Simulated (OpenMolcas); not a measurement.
# Run report: Au⁷⁺, multiconfigurational calculation

Au⁷⁺. Computed at this level: state-averaged SS-RASPT2, IPEA shift 0.25, imaginary shift 0.1 hartree, closed shells 5s correlated, active space 10 electrons in the shells 5p 5d; RAS1 5p with at most 2 holes, basis ANO-RCC-VQZP, DKH2 scalar Hamiltonian, spin-orbit coupling by RASSI with atomic mean-field integrals (OpenMolcas).

Log (extracts):
```
--- CASPT2 ---
Orbital specifications:
      -----------------------

      Symmetry species                           1   2
                                                ag  au
      Frozen orbitals                           14  16
      Inactive orbitals                          1   0
      Active orbitals                            5   3
      Secondary orbitals                        37  44
      Deleted orbitals                           0   0
      Number of basis functions                 57  63
Type of calculation                        MS-CASPT2
      Fock operator                              state-specific
      IPEA shift                                 0.25
      Real shift                                 0.00
      Imaginary shift                            0.10
      The input orbitals will be transformed to quasi-canonical
Reference energy:      -18981.4649667006
      E2 (Non-variational):      -0.2662584030
      Shift correction:          -0.0000443216
      E2 (Variational):          -0.2663027246
      Total energy:          -18981.7312694252
      Residual norm:              0.0000006575
      Reference weight:           0.96946
      Contributions to the CASPT2 correlation energy
      Active & Virtual Only:         -0.2151808333
      One Inactive Excited:          -0.0471655523
      Two Inactive Excited:          -0.0039120175
Reference energy:      -18981.4649667006
      E2 (Non-variational):      -0.2662940385
      Shift correction:          -0.0000443536
      E2 (Variational):          -0.2663383921
      Total energy:          -18981.7313050927
      Residual norm:              0.0000006341
      Reference weight:           0.96944
      Contributions to the CASPT2 correlation energy
      Active & Virtual Only:         -0.2152222193
      One Inactive Excited:          -0.0471597804
      Two Inactive Excited:          -0.0039120388
::    CASPT2 Root  1     Total energy: -18981.73126943
::    CASPT2 Root  2     Total energy: -18981.73130509
::    CASPT2 Root  3     Total energy: -18981.73115616
::    CASPT2 Root  4     Total energy: -18981.73129236
::    CASPT2 Root  5     Total energy: -18981.73131685
::    MS-CASPT2 Root  1     Total energy: -18981.73142559
::    MS-CASPT2 Root  2     Total energy: -18981.73136434
::    MS-CASPT2 Root  3     Total energy: -18981.73128941
::    MS-CASPT2 Root  4     Total energy: -18981.73113944
::    MS-CASPT2 Root  5     Total energy: -18981.73112111
--- CASPT2 ---
Orbital specifications:
      -----------------------

      Symmetry species                           1   2
                                                ag  au
      Frozen orbitals                           14  16
      Inactive orbitals                          1   0
      Active orbitals                            5   3
      Secondary orbitals                        37  44
      Deleted orbitals                           0   0
      Number of basis functions                 57  63
Type of calculation                        MS-CASPT2
      Fock operator                              state-specific
      IPEA shift                                 0.25
      Real shift                                 0.00
      Imaginary shift                            0.10
      The input orbitals will be transformed to quasi-canonical
Reference energy:      -18981.3599117050
      E2 (Non-variational):      -0.2710177283
      Shift correction:          -0.0000691344
      E2 (Variational):          -0.2710868627
      Total energy:          -18981.6309985677
      Residual norm:              0.0000005246
      Reference weight:           0.96656
      Contributions to the CASPT2 correlation energy
      Active & Virtual Only:         -0.2206111944
      One Inactive Excited:          -0.0460779245
      Two Inactive Excited:          -0.0043286094
Reference energy:      -18981.3599117050
      E2 (Non-variational):      -0.2710376627
      Shift correction:          -0.0000693375
      E2 (Variational):          -0.2711070002
      Total energy:          -18981.6310187052
      Residual norm:              0.0000005246
      Reference weight:           0.96654
      Contributions to the CASPT2 correlation energy
      Active & Virtual Only:         -0.2206318067
      One Inactive Excited:          -0.0460772467
      Two Inactive Excited:          -0.0043286094
::    CASPT2 Root  1     Total energy: -18981.63099857
::    CASPT2 Root  2     Total energy: -18981.63101871
::    CASPT2 Root  3     Total energy: -18981.63102106
::    CASPT2 Root  4     Total energy: -18981.63966078
::    CASPT2 Root  5     Total energy: -18981.63970080
::    CASPT2 Root  6     Total energy: -18981.63959563
::    CASPT2 Root  7     Total energy: -18981.63948484
::    CASPT2 Root  8     Total energy: -18981.63951913
::    CASPT2 Root  9     Total energy: -18981.63964740
::    CASPT2 Root 10     Total energy: -18981.63953840
::    CASPT2 Root 11     Total energy: -18981.63959989
::    CASPT2 Root 12     Total energy: -18981.63954662
::    CASPT2 Root 13     Total energy: -18981.63954291
::    CASPT2 Root 14     Total energy: -18981.63946993
::    CASPT2 Root 15     Total energy: -18981.62775850
::    CASPT2 Root 16     Total energy: -18981.62774131
::    CASPT2 Root 17     Total energy: -18981.62809815
::    CASPT2 Root 18     Total energy: -18981.62777827
::    CASPT2 Root 19     Total energy: -18981.62790891
::    CASPT2 Root 20     Total energy: -18981.62775921
::    CASPT2 Root 21     Total energy: -18981.62804004
::    CASPT2 Root 22     Total energy: -18981.61973634
::    CASPT2 Root 23     Total energy: -18981.61971310
::    CASPT2 Root 24     Total energy: -18981.61972718
::    CASPT2 Root 25     Total energy: -18981.61974985
::    CASPT2 Root 26     Total energy: -18981.61964186
::    CASPT2 Root 27     Total energy: -18981.61975102
::    CASPT2 Root 28     Total energy: -18981.61977072
::    CASPT2 Root 29     Total energy: -18981.61981918
::    CASPT2 Root 30     Total energy: -18981.61972477
--- CASPT2 ---
Orbital specifications:
      -----------------------

      Symmetry species                           1   2
                                                ag  au
      Frozen orbitals                           14  16
      Inactive orbitals                          1   0
      Active orbitals                            5   3
      Secondary orbitals                        37  44
      Deleted orbitals                           0   0
      Number of basis functions                 57  63
Type of calculation                        MS-CASPT2
      Fock operator                              state-specific
      IPEA shift                                 0.25
      Real shift                                 0.00
      Imaginary shift                            0.10
      The input orbitals will be transformed to quasi-canonical
Reference energy:      -18981.3068648305
      E2 (Non-variational):      -0.2786772700
      Shift correction:          -0.0000500185
      E2 (Variational):          -0.2787272885
      Total energy:          -18981.5855921191
      Residual norm:              0.0000002854
      Reference weight:           0.96723
      Contributions to the CASPT2 correlation energy
      Active & Virtual Only:         -0.2257904406
      One Inactive Excited:          -0.0486072318
      Two Inactive Excited:          -0.0042795976
Reference energy:      -18981.3068648305
      E2 (Non-variational):      -0.2791028576
      Shift correction:          -0.0000510450
      E2 (Variational):          -0.2791539026
      Total energy:          -18981.5860187331
      Residual norm:              0.0000003347
      Reference weight:           0.96705
      Contributions to the CASPT2 correlation energy
      Active & Virtual Only:         -0.2261709642
      One Inactive Excited:          -0.0486501855
      Two Inactive Excited:          -0.0042817079
::    CASPT2 Root  1     Total energy: -18981.58559212
::    CASPT2 Root  2     Total energy: -18981.58601873
::    CASPT2 Root  3     Total energy: -18981.58557739
::    CASPT2 Root  4     Total energy: -18981.58543499
::    CASPT2 Root  5     Total energy: -18981.58545732
::    CASPT2 Root  6     Total energy: -18981.58546966
::    CASPT2 Root  7     Total energy: -18981.58581120
::    CASPT2 Root  8     Total energy: -18981.58556064
::    CASPT2 Root  9     Total energy: -18981.58548503
::    CASPT2 Root 10     Total energy: -18981.59478437
::    CASPT2 Root 11     Total energy: -18981.59459902
::    CASPT2 Root 12     Total energy: -18981.59469727
::    CASPT2 Root 13     Total energy: -18981.59466043
::    CASPT2 Root 14     Total energy: -18981.59452503
::    CASPT2 Root 15     Total energy: -18981.59461543
::    CASPT2 Root 16     Total energy: -18981.59464821
::    CASPT2 Root 17     Total energy: -18981.59448800
::    CASPT2 Root 18     Total energy: -18981.59461348
::    CASPT2 Root 19     Total energy: -18981.59461539
::    CASPT2 Root 20     Total energy: -18981.59448360
::    CASPT2 Root 21     Total energy: -18981.59452911
::    CASPT2 Root 22     Total energy: -18981.59465470
::    CASPT2 Root 23     Total energy: -18981.56456061
::    CASPT2 Root 24     Total energy: -18981.56027343
::    CASPT2 Root 25     Total energy: -18981.56029030
::    CASPT2 Root 26     Total energy: -18981.56028354
::    CASPT2 Root 27     Total energy: -18981.56011969
::    CASPT2 Root 28     Total energy: -18981.56013575
::    CASPT2 Root 29     Total energy: -18981.53685958
::    CASPT2 Root 30     Total energy: -18981.53708666
```

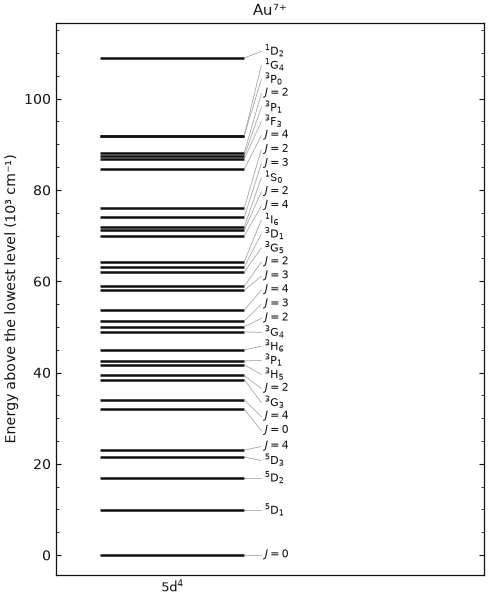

**Figure 1.** Level diagram of Au⁷⁺. The lowest level is 5d⁴ J = 0 (even, mixed, level 1). The first excited level, 5d⁴ ⁵D₁, lies at 9,800 cm⁻¹. All levels drawn have even parity, so no electric dipole line joins them. The leading LS term holds 59 % of a level on average, 52 % of the ground level. Spin-orbit coupling puts the ground level 27,700 cm⁻¹ below the lowest spin-free term.

```csv
Configuration,Level,E (cm⁻¹),Landé g
5d⁴,"J = 0 (even, mixed)",0,–
5d⁴,⁵D₁,"9,797",1.499
5d⁴,⁵D₂,"16,880",1.449
5d⁴,⁵D₃,"21,480",1.405
5d⁴,"J = 4 (even, mixed)","23,010",1.274
5d⁴,"J = 0 (even, mixed)","31,980",–
5d⁴,"J = 4 (even, mixed)","33,990",1.070
5d⁴,³G₃,"38,460",0.941
5d⁴,"J = 2 (even, mixed)","39,350",0.893
5d⁴,³H₅,"41,680",1.078
5d⁴,³P₁,"42,530",1.323
5d⁴,³H₆,"44,940",1.110
5d⁴,³G₄,"48,890",1.030
5d⁴,"J = 2 (even, mixed)","49,990",1.199
5d⁴,"J = 3 (even, mixed)","51,270",1.184
5d⁴,"J = 4 (even, mixed)","53,700",1.163
5d⁴,"J = 3 (even, mixed)","58,000",1.075
5d⁴,"J = 2 (even, mixed)","58,900",1.103
```

Input file:
```
&GATEWAY
Coord
1

Au 0.0 0.0 0.0
Basis=ANO-RCC-VQZP
Group=XYZ
NoMove
AngMom=0.0 0.0 0.0
AMFI
&SEWARD
&RASSCF
FileOrb=start.orb
Symmetry=1
Spin=5
nActEl=4 0 0
Inactive=15 19
Ras2=5 0
CIRoot=5 5 1
SDav=5
CIMx=300
Iter=120 100
PrWF=0.3
OrbListing=Nothing
MaxOrb=0
Atom
>>> COPY $Project.JobIph JOBPRE
&RASSCF
FileOrb=start.orb
Symmetry=1
Spin=5
nActEl=10 2 0
Inactive=15 16
Ras1=0 3
Ras2=5 0
CIRoot=5 5 1
SDav=185
CIMx=300
Iter=120 100
PrWF=0.3
OrbListing=Nothing
MaxOrb=0
Thrs=2.0e-7 1.0e-1 5.0e-4
Atom
>>> COPY $Project.JobIph JOB001
&RASSCF
FileOrb=start.orb
Symmetry=1
Spin=3
nActEl=10 2 0
Inactive=15 16
Ras1=0 3
Ras2=5 0
CIRoot=45 45 1
SDav=615
CIMx=300
Iter=120 100
PrWF=0.3
OrbListing=Nothing
MaxOrb=0
Thrs=2.0e-7 1.0e-1 5.0e-4
Atom
>>> COPY $Project.JobIph JOB002
&RASSCF
FileOrb=start.orb
Symmetry=1
Spin=1
nActEl=10 2 0
Inactive=15 16
Ras1=0 3
Ras2=5 0
CIRoot=50 50 1
SDav=485
CIMx=300
Iter=120 100
PrWF=0.3
OrbListing=Nothing
MaxOrb=0
Thrs=2.0e-7 1.0e-1 5.0e-4
Atom
>>> COPY $Project.JobIph JOB003
&RASSI
NrOfJobIphs=3 5 45 50
1 2 3 4 5
1 2 3 4 5 6 7 8 9 10 11 12 13 14 15 16 17 18 19 20 21 22 23 24 25 26 27
28 29 30 31 32 33 34 35 36 37 38 39 40 41 42 43 44 45
1 2 3 4 5 6 7 8 9 10 11 12 13 14 15 16 17 18 19 20 21 22 23 24 25 26 27
28 29 30 31 32 33 34 35 36 37 38 39 40 41 42 43 44 45 46 47 48 49 50
IphNames
JOB001
JOB002
JOB003
EJob
SpinOrbit
DIPRint=1.0
SOCoupling=1000.0
Subsets=2
MEES
Property=10
'ANGMOM' 1 'ANGMOM' 2 'ANGMOM' 3 'MLTPL  1' 1 'MLTPL  1' 2 'MLTPL  1' 3
'AMFI' 1 'AMFI' 2 'AMFI' 3 'MLTPL  2' 6
SOProperty=3
'ANGMOM' 1 'ANGMOM' 2 'ANGMOM' 3
>>> COPY JOB001 $Project.JobIph
&CASPT2
Multistate=5 1 2 3 4 5
Frozen=14 16
IPEA=0.25
Imaginary=0.1
MaxIter=60
WThr=0.0 0.3 0.05
PrWF=0.5
NoMix
>>> COPY JOB002 $Project.JobIph
&CASPT2
Multistate=45 1 2 3 4 5 6 7 8 9 10 11 12 13 14 15 16 17 18 19 20 21 22
23 24 25 26 27 28 29 30 31 32 33 34 35 36 37 38 39 40 41 42 43 44 45
Frozen=14 16
IPEA=0.25
Imaginary=0.1
MaxIter=60
WThr=0.0 0.3 0.05
PrWF=0.5
NoMix
>>> COPY JOB003 $Project.JobIph
&CASPT2
Multistate=50 1 2 3 4 5 6 7 8 9 10 11 12 13 14 15 16 17 18 19 20 21 22
23 24 25 26 27 28 29 30 31 32 33 34 35 36 37 38 39 40 41 42 43 44 45 46
47 48 49 50
Frozen=14 16
IPEA=0.25
Imaginary=0.1
MaxIter=60
WThr=0.0 0.3 0.05
PrWF=0.5
NoMix
```

The file start.orb holds starting orbitals from an earlier step. A driver script formed the levels outside the program, from RASSI's spin-orbit matrix and the CASPT2 energies (for multi-state variants, the effective Hamiltonian), averaged over the components of each term or state. The log and the time are those of the CASPT2 step.

Launched with:
```bash
OMP_NUM_THREADS=1 MOLCAS_MEM=1689 MOLCAS_PROJECT=a pymolcas a.inp > a.log  # once for each step of the input, in one work folder
```

Summary:

| quantity | value |
| --- | --- |
| outcome | converged; degenerate states are split by up to 314 cm⁻¹ |
| lowest level | 5d⁴ J = 0 (even, mixed, level 1) |
| first excited level | 5d⁴ ⁵D₁, 9,797 cm⁻¹ |
| energy of the lowest spin-free term | −18981.73127 hartree |
| energy of the lowest spin-orbit level | −18981.85737 hartree |
| CASPT2 correlation energy | −0.2663 hartree |
| largest spread among components of a term | 314.0 cm⁻¹ |
| lowest reference weight | 0.962 |
| hardware | 1 CPU thread, shared host |
| wall time | 3.4 min |

Remarks:

The components of ¹G, which symmetry makes degenerate, are split by 314 cm⁻¹ in CASPT2, and those of 7 more by over 50 cm⁻¹. This is an artefact; the levels of such states rest on averages and are uncertain by about as much. The run is of multi-state type; this report uses its single-state energies. To bear in mind: extra active shells serve correlation only, their own levels not computed; only configurations of the active space are included.
